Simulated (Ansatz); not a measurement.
## Electronic structure of CH10BNSi2 (SMILES BN(C)[SiH2][SiH3]) in real space

```xyz
15

B    -0.0235    1.4664    0.8176
N    -0.0421    0.0750    0.8878
C    -0.1093   -0.6292    2.1632
Si    0.0134   -0.9418   -0.5449
Si    0.1199    0.3103   -2.5139
H     0.0325    2.0008   -0.2552
H    -0.0635    2.1142    1.8259
H    -0.1415    0.0906    2.9815
H    -1.0029   -1.2588    2.2175
H     0.7633   -1.2753    2.3014
H    -1.1913   -1.8222   -0.5438
H     1.1925   -1.8493   -0.4321
H     1.3470    1.1468   -2.5556
H    -1.0786    1.1743   -2.6694
H     0.1624   -0.6525   -3.6505
```

Geometry: PBE0-D4/def2-TZVP.

All numbers below come from RKS PBE0-D4/def2-TZVPP in Ansatz.

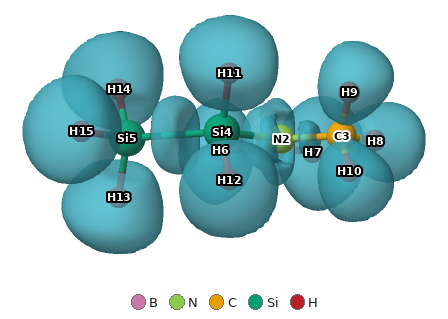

Figure 1. Isosurface of the ELF at 0.8 (cyan), seen from one side. Only the valence region is drawn (cores and ρ < 0.01 e/Å³ removed).

What do the ELF domains correspond to?

At this value the surface marks out one region between bonded C–N atoms (shared pairs), one region between bonded Si–Si atoms (shared pairs), ten regions around hydrogen nuclei and one region on N in which the atom's valence shell and bonds are merged. Along the contacts the grid gives the following. B–N (1.39 Å): the ELF peaks at about 0.90 between the atoms: a short, strongly polar bond. C–N (1.46 Å): the ELF peaks at about 0.90 between the atoms, as expected for localised, covalent bonding.

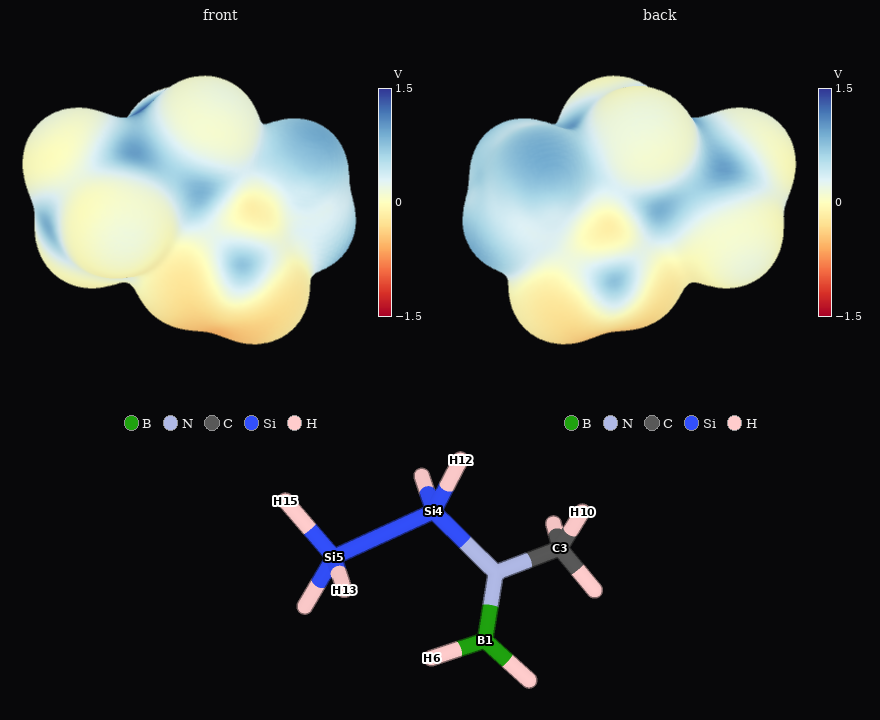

Figure 2. The molecular electrostatic potential painted on the density surface at 0.002 e/bohr³, seen from the front and from behind; the colour scale runs from red (negative) to blue (positive). The bare structure is drawn below in the same view.

Where is the surface potential most negative and most positive?

The most negative region (about −0.5 V) lies over H6, the most positive (about +1.1 V) over Si4.

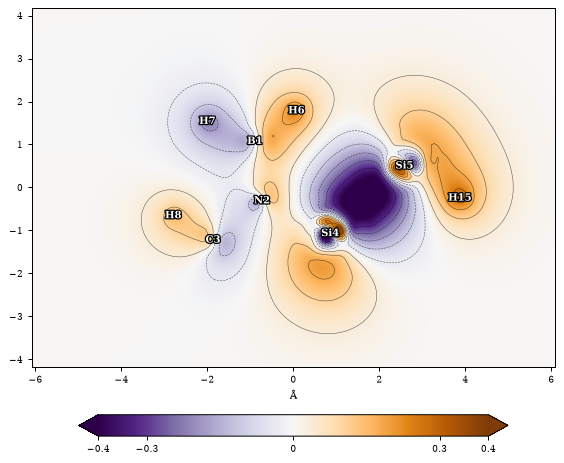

Figure 3. The HOMO−1 on the plane of atoms C3, N2 and Si4 (values in Å⁻³ᐟ²; the overall sign is arbitrary).

Where does this orbital lie, and at what energy?

By Hirshfeld shares it lies mainly on Si4 (about 35 %) and Si5 (about 35 %). Its energy is −8.31 eV.
